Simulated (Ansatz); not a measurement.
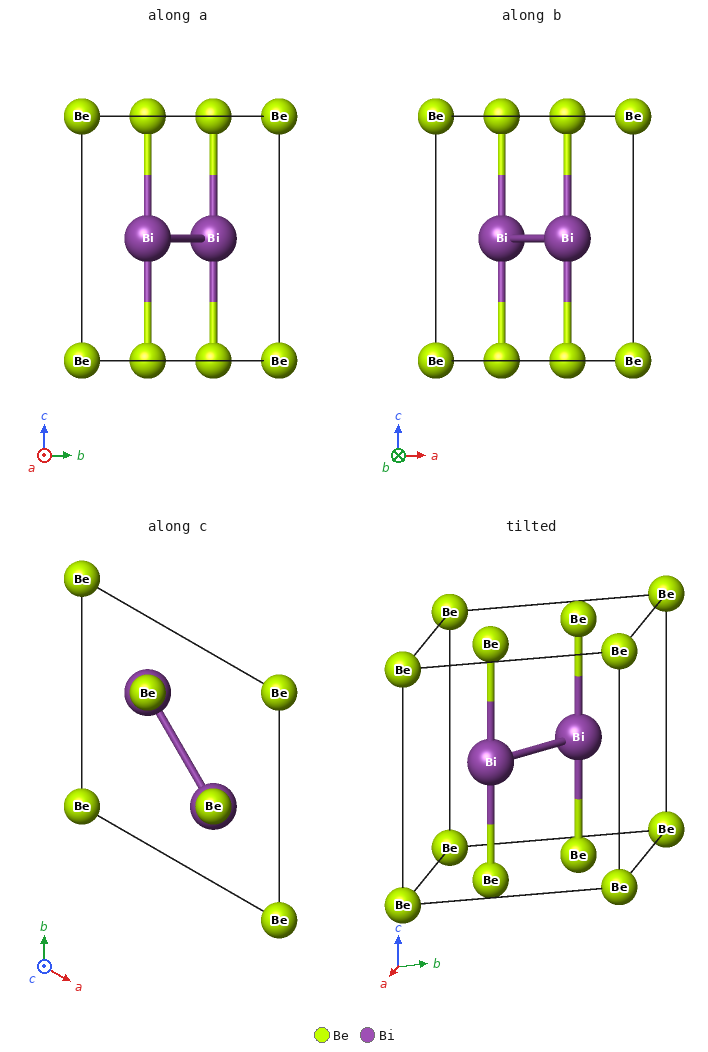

The structure above is drawn in ball-and-stick style and viewed along the a axis, along the b axis, along the c axis and slightly off an axis. Thin lines show the conventional unit cell, with boundary atoms drawn in all their periodic places.

Lattice parameters: a = 5.0030 Å, b = 5.0030 Å, c = 5.3637 Å, α = 90.000°, β = 90.000°, γ = 120.000°.

### Put the structure into a CIF with its space group and independent sites.

```cif
data_structure
_symmetry_space_group_name_H-M 'P 6/m m m'
_symmetry_Int_Tables_number 191
_cell_length_a 5.0030
_cell_length_b 5.0030
_cell_length_c 5.3637
_cell_angle_alpha 90.000
_cell_angle_beta 90.000
_cell_angle_gamma 120.000
_cell_volume 116.27
loop_
_atom_site_label
_atom_site_type_symbol
_atom_site_symmetry_multiplicity
_atom_site_Wyckoff_symbol
_atom_site_fract_x
_atom_site_fract_y
_atom_site_fract_z
_atom_site_occupancy
Be1 Be 2 c 0.3333 0.6667 0.0000 1
Be2 Be 1 a 0.0000 0.0000 0.0000 1
Bi1 Bi 2 d 0.3333 0.6667 0.5000 1
```

The initial geometry was a random cell made by a generator, so it need not be a real form of the compound. The picture shows the end point of a geometry optimisation with Ansatz, DFT PBE, scalar-relativistic, plane waves, PAW.
